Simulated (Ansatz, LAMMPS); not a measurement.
**Convergence of a linear-scaling basis for K+ PF6- in ethylene carbonate and tetrahydrofuran at 330 K (87 atoms)**

Wanted: errors and times of a linear-scaling basis for K+ PF6- in ethylene carbonate and tetrahydrofuran at 330 K (87 atoms). A setting counts as converged where the r.m.s. difference of forces stays under 1 % of the r.m.s. force.

Program: Ansatz 0.2.0. Level of theory: Kohn-Sham DFT, PBE+D3(BJ), PAW (set soft_2), plane waves. Results are calculated unless marked as measured.

## Step 1: Starting point

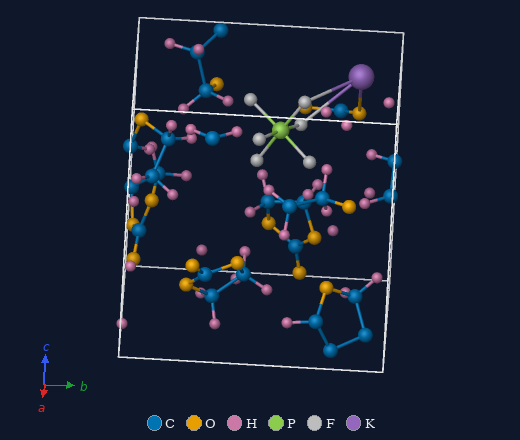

The cell as given, slightly off an axis (carbon blue, oxygen orange, hydrogen pink, phosphorus green, fluorine light grey, potassium purple). Bonds to atoms that aren't drawn are left out. Some periodic images of atoms are drawn too.

The cell holds 87 atoms: 24 C, 15 O, 40 H, 1 P, 6 F and 1 K. Its edges and angles: a = 9.931 Å, b = 9.931 Å, c = 9.931 Å, α = 90.0°, β = 90.0°, γ = 90.0°. 4 ethylene carbonate, 3 tetrahydrofuran, 1 K+, 1 PF6- placed at random, at 1.28 g/cm³; overlaps pushed apart, then 10 ps at 550 K with stiff harmonic cages for PF6 and BF4 with UFF radii; Joung-Cheatham ions (J. Phys. Chem. B 112, 9020 (2008)); MMFF94 bonds, angles, torsions, charges and radii (Halgren, J. Comput. Chem. 17, 490 (1996)) in harmonic and 12-6 forms; charges of ions scaled by 0.8. Snapshot after 30 ps at 330 K and fixed volume.

Limits known from the start: The network of contacts between molecules at the start is that of the classical potential that made the cell, and needn't be the one that DFT or experiment would give. The density was typed from a rule of thumb and may lie off the real one at this temperature. Only the Γ point is sampled, in a cell whose shortest periodic width is 10 Å.

## Step 2: The classical run that made the cell

A classical potential makes the cell, at a small fraction of what the same run would cost in DFT.

This step: classical MD, stiff harmonic cages for PF6 and BF4 with UFF radii; Joung-Cheatham ions (J. Phys. Chem. B 112, 9020 (2008)); MMFF94 bonds, angles, torsions, charges and radii (Halgren, J. Comput. Chem. 17, 490 (1996)) in harmonic and 12-6 forms; charges of ions scaled by 0.8 (LAMMPS 22 Jul 2025 - Update 4).

Contents of in.lmp:

```
# K+ PF6- in ethylene carbonate and tetrahydrofuran
units real
atom_style full
boundary p p p
bond_style harmonic
angle_style harmonic
dihedral_style opls
improper_style harmonic
special_bonds lj 0 0 0.5 coul 0 0 0.75
read_data data.lmp
neigh_modify delay 0 every 1 check yes one 4000
comm_modify cutoff 12.0
timestep 0.5
thermo_style custom step time temp pe press density
thermo_modify norm yes
# push overlapping molecules apart
pair_style soft 2.6
pair_coeff * * 0.0
variable a equal ramp(1,60)
fix ad all adapt 1 pair soft a * * v_a
velocity all create 550 516008 mom yes dist gaussian
fix lim all nve/limit 0.03
fix lan all langevin 550 550 50 516009 zero yes
thermo 1000
run 3000 post no
unfix ad
pair_style lj/cut/coul/long 8.9
pair_modify mix arithmetic tail yes
pair_coeff 1 1 0.0678 3.3680   # C
pair_coeff 2 2 0.0763 3.0430   # O
pair_coeff 3 3 0.0216 2.5400   # H
pair_coeff 4 4 0.0763 2.9870   # O
pair_coeff 5 5 0.0678 3.4070   # C
pair_coeff 6 6 0.3050 3.6946   # P
# [... 20 lines left out ...]
compute msd all msd com yes
thermo 7500
fix md all nvt temp 330 330 100
run 30000 post no
print "== T330: mean square displacement over the hold $(c_msd[4]:%.2f) A^2"
unfix md
uncompute msd
write_dump all custom T330.dump id type xs ys zs modify sort id
```

Started as:

```bash
$ lmp -in in.lmp -log none -nocite
```

Numbers of over 12 decimals in the logs are rounded to 6 here.

Output:

```text
LAMMPS (22 Jul 2025 - Update 4)
Reading data file ...
  orthogonal box = (0 0 0) to (9.93101 9.93101 9.93101)
  87 atoms
  orthogonal box = (0 0 0) to (9.93101 9.93101 9.93101)
  97 bonds
  143 angles
  175 dihedrals
  4 impropers
WARNING: Bond/angle/dihedral extent > half of periodic box length
   Step          Time           Temp          PotEng         Press         Density
         0   0              550            0.50405297     4826.5335      1.2760015
      1000   500            524.38023      2.0036813      19886.932      1.2760015
      2000   1000           531.07852      1.7651239      11292.008      1.2760015
      3000   1500           503.97307      1.6481193      27485.047      1.2760015
WARNING: Bond/angle/dihedral extent > half of periodic box length
Loop time of 0.20208 s on 1 MPI rank(s) for 3000 steps with 87 atoms
PPPM initialization ...
  G vector (1/distance) = 0.30014598
  grid = 6 6 6
[... 31 lines left out ...]
Loop time of 2.90483 s on 1 MPI rank(s) for 10000 steps with 87 atoms
WARNING: Bond/angle/dihedral extent > half of periodic box length
   Step          Time           Temp          PotEng         Press         Density
[... 4 lines left out ...]
WARNING: Bond/angle/dihedral extent > half of periodic box length
Loop time of 1.45288 s on 1 MPI rank(s) for 5000 steps with 87 atoms
WARNING: Bond/angle/dihedral extent > half of periodic box length
   Step          Time           Temp          PotEng         Press         Density
[... 2 lines left out ...]
     30000   29000          346.93674     -1.8726094      10825.295      1.2760015
     37500   36500          333.20618     -1.9465934     -1569.4513      1.2760015
     45000   44000          315.90278     -1.8152454     -5847.1994      1.2760015
     47000   46000          383.9035      -1.9015747      7596.0928      1.2760015
WARNING: Bond/angle/dihedral extent > half of periodic box length
Loop time of 8.45979 s on 1 MPI rank(s) for 30000 steps with 87 atoms
== T330: mean square displacement over the hold 12.89 A^2
```

Run time: 14 s. Hardware: 1 thread of Arm Neoverse V2, shared host; peak memory 0.12 GiB.

The input also reads data.lmp (atoms, bonds and types; not printed here).

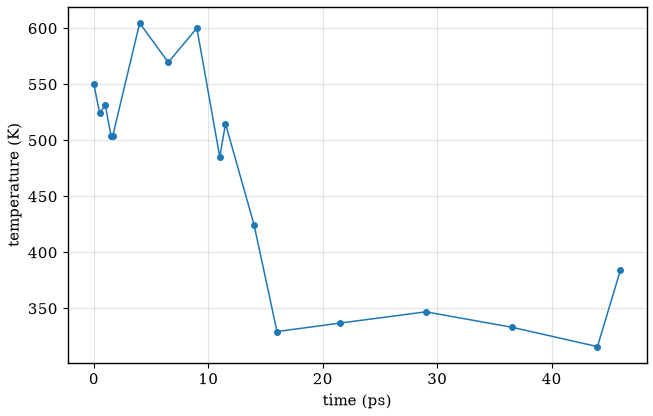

Temperature against time.

## Step 3: Plane-wave single point

The first run uses the default basis; a harder plane-wave run follows as the reference for the support functions.

Contents of input.yaml:

```yaml
crystal:
  lattice:
    - [9.93101, 0.0, 0.0]
    - [0.0, 9.93101, 0.0]
    - [0.0, 0.0, 9.93101]
  atoms:
    - { symbol: C, position: [0.55821, 0.98948, 0.54712] }
    - { symbol: C, position: [0.65734, 0.08668, 0.60822] }
    - { symbol: C, position: [0.59422, 0.1388, 0.73854] }
    - { symbol: O, position: [0.49988, 0.03389, 0.7759] }
    - { symbol: C, position: [0.44053, 0.99692, 0.64444] }
    - { symbol: H, position: [0.52384, 0.02093, 0.45335] }
    - { symbol: H, position: [0.61323, 0.89375, 0.53147] }
    - { symbol: H, position: [0.74213, 0.0289, 0.62614] }
    - { symbol: H, position: [0.68584, 0.16802, 0.54913] }
    - { symbol: H, position: [0.5346, 0.22593, 0.72453] }
    - { symbol: H, position: [0.66584, 0.14905, 0.81991] }
    - { symbol: H, position: [0.37036, 0.06866, 0.60966] }
    - { symbol: H, position: [0.39132, 0.90838, 0.64785] }
    - { symbol: C, position: [0.05918, 0.31107, 0.98981] }
    - { symbol: C, position: [0.16846, 0.22733, 0.93718] }
    - { symbol: C, position: [0.16298, 0.26848, 0.78218] }
    - { symbol: O, position: [0.02234, 0.30651, 0.75868] }
    - { symbol: C, position: [0.9518, 0.30792, 0.88326] }
    - { symbol: H, position: [0.02712, 0.28494, 0.09041] }
    - { symbol: H, position: [0.10216, 0.42024, 0.01052] }
    - { symbol: H, position: [0.26335, 0.23261, 0.98361] }
    - { symbol: H, position: [0.13474, 0.12199, 0.95258] }
    - { symbol: H, position: [0.19532, 0.18709, 0.71533] }
    - { symbol: H, position: [0.23456, 0.35387, 0.77182] }
    - { symbol: H, position: [0.88232, 0.22423, 0.88848] }
    - { symbol: H, position: [0.89375, 0.39824, 0.89393] }
    - { symbol: C, position: [0.80196, 0.92498, 0.07238] }
    - { symbol: C, position: [0.87236, 0.7973, 0.02843] }
    - { symbol: C, position: [0.91225, 0.73574, 0.15547] }
    - { symbol: O, position: [0.80634, 0.76826, 0.25503] }
    - { symbol: C, position: [0.72824, 0.87735, 0.19818] }
    - { symbol: H, position: [0.87947, 0.00533, 0.09066] }
    - { symbol: H, position: [0.74503, 0.96505, 0.99106] }
    - { symbol: H, position: [0.81196, 0.73065, 0.96445] }
    - { symbol: H, position: [0.96983, 0.8118, 0.9731] }
    - { symbol: H, position: [0.00895, 0.77538, 0.19218] }
    - { symbol: H, position: [0.91633, 0.6277, 0.14611] }
    - { symbol: H, position: [0.72804, 0.95658, 0.2785] }
    - { symbol: H, position: [0.63468, 0.83979, 0.17665] }
    - { symbol: O, position: [0.22097, 0.65963, 0.09339] }
    - { symbol: C, position: [0.24961, 0.63894, 0.20953] }
    - { symbol: O, position: [0.34185, 0.7093, 0.28223] }
    - { symbol: C, position: [0.3201, 0.66192, 0.41424] }
    - { symbol: C, position: [0.28596, 0.52619, 0.39624] }
    - { symbol: O, position: [0.20718, 0.53284, 0.28046] }
    - { symbol: H, position: [0.22592, 0.70985, 0.45375] }
    - { symbol: H, position: [0.40994, 0.67663, 0.48015] }
    - { symbol: H, position: [0.23107, 0.49918, 0.48221] }
    - { symbol: H, position: [0.37329, 0.46162, 0.38176] }
    - { symbol: O, position: [0.35, 0.03125, 0.15773] }
    - { symbol: C, position: [0.25981, 0.04569, 0.24039] }
    - { symbol: O, position: [0.27603, 0.08738, 0.37018] }
    - { symbol: C, position: [0.15027, 0.10452, 0.43334] }
    - { symbol: C, position: [0.07419, 0.00762, 0.34533] }
    - { symbol: O, position: [0.12778, 0.01968, 0.21327] }
    - { symbol: H, position: [0.12117, 0.21174, 0.42022] }
    - { symbol: H, position: [0.15376, 0.07583, 0.5401] }
    - { symbol: H, position: [0.96616, 0.02536, 0.35544] }
    - { symbol: H, position: [0.08206, 0.90644, 0.37892] }
    - { symbol: O, position: [0.16854, 0.85115, 0.72875] }
    - { symbol: C, position: [0.07397, 0.78095, 0.69998] }
    - { symbol: O, position: [0.96344, 0.83794, 0.6438] }
    - { symbol: C, position: [0.86692, 0.73489, 0.63604] }
    - { symbol: C, position: [0.95908, 0.61314, 0.63015] }
    - { symbol: O, position: [0.06914, 0.64587, 0.70427] }
    - { symbol: H, position: [0.79599, 0.75319, 0.55988] }
    - { symbol: H, position: [0.8198, 0.74501, 0.73534] }
    - { symbol: H, position: [0.98727, 0.59947, 0.52426] }
    - { symbol: H, position: [0.90601, 0.53139, 0.67093] }
    - { symbol: O, position: [0.91336, 0.25897, 0.35253] }
    - { symbol: C, position: [0.82256, 0.3075, 0.28646] }
    - { symbol: O, position: [0.73344, 0.23825, 0.20822] }
    - { symbol: C, position: [0.65215, 0.33658, 0.13951] }
    - { symbol: C, position: [0.65417, 0.45123, 0.23458] }
    - { symbol: O, position: [0.77051, 0.42727, 0.32104] }
    - { symbol: H, position: [0.55202, 0.29352, 0.11124] }
    - { symbol: H, position: [0.70221, 0.35407, 0.04598] }
    - { symbol: H, position: [0.5628, 0.45168, 0.29195] }
    - { symbol: H, position: [0.6654, 0.54279, 0.18134] }
    - { symbol: P, position: [0.50895, 0.56054, 0.7675] }
    - { symbol: F, position: [0.37279, 0.63494, 0.74563] }
    - { symbol: F, position: [0.48017, 0.47718, 0.63083] }
    - { symbol: F, position: [0.44884, 0.44027, 0.86199] }
    - { symbol: F, position: [0.6541, 0.48268, 0.7802] }
    - { symbol: F, position: [0.54539, 0.64624, 0.89951] }
    - { symbol: F, position: [0.58856, 0.67674, 0.67559] }
    - { symbol: K, position: [0.36744, 0.85287, 0.94907] }
kpoints:
  mp_grid: { grid: [1, 1, 1] }
hamiltonian:
  xc: pbe
  dispersion: d3bj
scf:
  occupations: { method: fermi_dirac, width: 0.05 }
output:
  forces: true
  stress: true
  populations: true
  dos:
    method: { smearing: { sigma: 0.15 } }
    de: 0.1
    projected: { site_lists: { C: [C], F: [F], H: [H], K: [K], O: [O] } }
  eigenvalues: true
  write_density: true
  write_potential: true
  volumetric_format: npy
```

Started as:

```bash
$ ansatz run input.yaml --threads 8 --pin off --max-ram 15872MiB --backend cpu --events-out ev --progress --plain --runs-dir out
```

Output:

```text
Engine: ansatz 0.2.0, aarch64-unknown-linux-gnu
Pseudopotentials: kind: paw
Pseudopotential: C, paw, valence charge 4, recommended cutoff 420 eV (normal), C.paw.azcp
Pseudopotential: O, paw, valence charge 6, recommended cutoff 420 eV (normal), O.paw.azcp
Pseudopotential: H, paw, valence charge 1, recommended cutoff 420 eV (normal), H.paw.azcp
Pseudopotential: P, paw, valence charge 5, recommended cutoff 420 eV (normal), P.paw.azcp
Pseudopotential: F, paw, valence charge 7, recommended cutoff 420 eV (normal), F.paw.azcp
Pseudopotential: K, paw, valence charge 9, recommended cutoff 420 eV (normal), K.paw.azcp
[... 5 lines on functional and potentials left out ...]
Crystal: 87 atoms, lattice volume = 979.445 Å³
Basis set: ecut = 420 eV, 19213 PW (Γ), exchange–correlation on 144×144×144 points (8 copies of the dense FFT grid, shifted against one another)
Bands: 228, of which v1, the nominal top of the filled ones, is band 141 counted from 1 (140 counted from 0)
Symmetry: 1 space group operations
Space group: P1 (ITA 1), of the structure as read, at distance tolerance 9.9e-5 Å
k-points: 1
[... 13 lines on functional and potentials left out ...]
Initial density: superposition of atomic densities (neutral atoms: chi_scale 0, normalization atom), corrected by the library's trained network
Initial wavefunctions: pseudopotential atomic-orbital guess
Functional: x = pbe(κ = 0.804, μ = 0.219515), c = pbe(β = 0.066725)
SCF iter   1: F=—  HF=-22314.880406 eV  |F-HF|=—  |Δ(HF+E_count)|=         —  Δρ=6.31e-3  dr2=7.00e-1  ethr=1.77e-3  ⟨swp⟩=6.0  Hψ=1123  notcnv=0  defer=63
preconditioner: auto → Resta (q_TF=auto, 2.217 Å⁻¹)  ε∞=2.4  [insulator: Δε(μ)=4.851 eV  Ē_g=16.448 eV  σ=0.050 eV  W_gap=1.00  n_scr=178 (ndim 8)  ℏωp=19.5 eV  f_vac=0.283  D(μ)=0.00/eV (n_scr^D=0)  ε∞_Penn≈2.4]
SCF iter   2: F=—  HF=-22314.686832 eV  |F-HF|=—  |Δ(HF+E_count)|=   1.94e-1  Δρ=3.48e-3  dr2=1.68e-1  ethr=2.48e-4  ⟨swp⟩=3.0  Hψ=295  notcnv=0  defer=82
SCF iter   3: F=—  HF=-22314.639975 eV  |F-HF|=—  |Δ(HF+E_count)|=   4.69e-2  Δρ=1.97e-3  dr2=5.91e-2  ethr=5.96e-5  ⟨swp⟩=2.0  Hψ=279  notcnv=0  defer=82
SCF iter   4: F=—  HF=-22314.622117 eV  |F-HF|=—  |Δ(HF+E_count)|=   1.79e-2  Δρ=8.24e-4  dr2=9.04e-3  ethr=2.10e-5  ⟨swp⟩=2.0  Hψ=395  notcnv=0  defer=82
SCF iter   5: F=—  HF=-22314.619730 eV  |F-HF|=—  |Δ(HF+E_count)|=   2.39e-3  Δρ=4.18e-4  dr2=1.70e-3  ethr=3.21e-6  ⟨swp⟩=2.0  Hψ=274  notcnv=0  defer=82
SCF iter   6: F=—  HF=-22314.619478 eV  |F-HF|=—  |Δ(HF+E_count)|=   2.51e-4  Δρ=1.81e-4  dr2=2.82e-4  ethr=6.03e-7  ⟨swp⟩=3.0  Hψ=291  notcnv=0  defer=82
SCF iter   7: F=—  HF=-22314.619451 eV  |F-HF|=—  |Δ(HF+E_count)|=   2.71e-5  Δρ=4.31e-5  dr2=1.76e-5  ethr=1.00e-7  ⟨swp⟩=3.0  Hψ=270  notcnv=0  defer=82
SCF iter   8: F=—  HF=-22314.620605 eV  |F-HF|=—  |Δ(HF+E_count)|=   1.15e-3  Δρ=2.24e-5  dr2=4.12e-6  ethr=6.23e-9  ⟨swp⟩=2.0  Hψ=284  notcnv=0  defer=82
SCF iter   9: F=—  HF=-22314.620605 eV  |F-HF|=—  |Δ(HF+E_count)|=   2.57e-7  Δρ=9.16e-6  dr2=6.96e-7  ethr=1.46e-9  ⟨swp⟩=2.0  Hψ=362  notcnv=0  defer=82
SCF iter  10: F=-22314.620606 eV  HF=-22314.620605 eV  |F-HF|=2.16e-9  |Δ(HF+E_count)|=   3.39e-8  Δρ=2.83e-6  dr2=6.67e-8  ethr=3.55e-11  ⟨swp⟩=23.0  Hψ=2378  notcnv=0
SCF 1 converged in 10 iterations: F = -22314.620606 eV  dr2 = 6.67e-8
  greatest PAW one-centre occupation: 0.987 electrons in one spin orbital (limit 2), on the K atom at site 86 (counted from 0), in its partial waves of l = 0
WARN: The input density's exchange-correlation potential varies sharply where the density is thin. Do not read a vacuum level from v_tot or v_xc, or from such a field of the output density. On a cell that repeats whose density bears no net charge and no dipole along the vacuum's axis use v_es (v_loc + v_h of the components); [...]
SCF converged after 10 iterations
Free energy (F): -22314.620606 eV
Harris-Foulkes:  -22314.620605 eV  (|F-HF|=2.16e-9)
Internal energy: -22314.620606 eV  (E = F + TS)
E sigma→0 (E₀):  -22314.620606 eV
Fermi energy:    1.929598 eV
--- Per-component energies (eV) ---
  E_band       = -2479.853742
  E_kinetic    = 6985.999942
  E_local      = -25098.100875  (includes V_loc(G=0)·N_el)
  E_nonlocal   = 1927.919680
  E_hartree    = 9508.933405
  E_xc         = -3297.878789
  E_vxc        = -4146.013287  (∫ρ·V_xc dr)
  E_paw        = -7338.143983  (= ΣΔE_a)
  E_vpaw       = -1167.523827  (= ΣTr[D̂ρ^β])
  E_aug_tail   = -0.006904  (compensation charges beyond the density's cutoff)
  E_ewald      = -4999.110664
  E_disp       = -4.232417  (pairwise vdW)
  E_smearing   = -0.000000  (= −TS)
  E_closure    = 0.000000  (closes the sum)
  Σ components = -22314.620606   (vs F -22314.620606, Δ=0.00e0)
--- Forces (eV/Å), atoms counted from 1 ---
  atom   1  C      0.37111519    -0.29967862     0.75926023
  atom   2  C     -1.02551654     0.34414412     1.02742889
  atom   3  C      0.01306360    -1.81663792    -0.10984914
  atom   4  O     -0.84491414    -0.61343292    -0.73805045
  atom   5  C      3.05057756     1.04204374     0.67659513
  atom   6  H     -0.59036767     0.62125014    -2.03270762
  atom   7  H     -0.87199084    -0.08895844     0.38533208
  atom   8  H      2.20198209    -0.84086711     0.80683449
  atom   9  H      0.54145043     1.65360029    -1.48971089
  atom  10  H     -0.34385283     1.49054132    -0.22470758
  atom  11  H      0.22667924     0.23680021     0.40622038
  atom  12  H     -0.83348497     1.48256160    -0.20462595
  atom  13  H     -1.75944393    -3.26107932     0.79934932
  atom  14  C      0.61906379     2.97921174     1.77247395
[...]
atom  86  F     -0.46037578     0.06316619     0.05793343
  atom  87  K     -0.02351559     0.10554945    -0.25032887
  max |Σ_I F_I| component: 7.53e-5 eV/Å
--- Stress (GPa, compression-positive) ---
        4.171918       0.485512       0.369713
        0.485511       5.051604      -0.717465
        0.369713      -0.717464       2.098597
  P = ⅓ Tr σ = 3.7740 GPa (37.740 kbar)
--- Band table (eV) ---
  k-point 0: bands = ["-28.6852", "-26.2052", "-24.8868", "-24.4874", [... 212 levels ...], "10.8018", "10.8274", "10.8921", "10.9481", "11.0579", "11.1100", "11.1881", "11.2559", "11.3109", "11.3780", "11.4509", "11.5161"]
--- Löwdin populations: 87 sites ---
  site symbol       q [e]
     0      C      4.2975
     1      C      4.3237
     2      C      4.0585
[...]
86      K      8.1533
  spilling = 0.012748 (of n_electrons = 282.000000)
```

Run time: 5 s. Hardware: 8 threads of Arm Neoverse V2, shared host; peak memory 1.1 GiB.

In the SCF lines HF is the Harris–Foulkes energy and dr2 the Hartree energy of the density residual, in eV; the loop may stop once dr2 is under the threshold and the program's other checks hold. Hψ counts applications of the Hamiltonian.

The program notes that the exchange-correlation potential is rough where the density is thin.

Numbers from this run:

```yaml
free_energy: -22314.6206 eV
free_energy_per_atom: -256.4899 eV/atom
scf_cycles: 10
pressure: 3.774 GPa
r_m_s_force_component: 1.048 eV/Å
longest_force: 4.341 eV/Å
fermi_energy: 1.93 eV
spacing_of_highest_filled_and_lowest_empty_level: 3.993 eV
spilling_of_the_projection: 0.01275
```

The r.m.s. force component of 1.0 eV/Å sets the scale for the differences below.

(Continued in part 2 of 4.)

[Logs are printed without paths, hosts, clocks, repeated set-up lines and the standing remarks that a program may print on its own settings, such as how far it seeks lower states.]

[Hosts, paths, dates, database ids (printed as entryN), source tags and the programs' standing remarks are cut or masked in the printed files.]

[The MMFF94 radii named for the starting cell were scaled by 0.96; in molecules described by MMFF94, hydrogen bound to N, O or S took a small fixed 12-6 site in their place.]
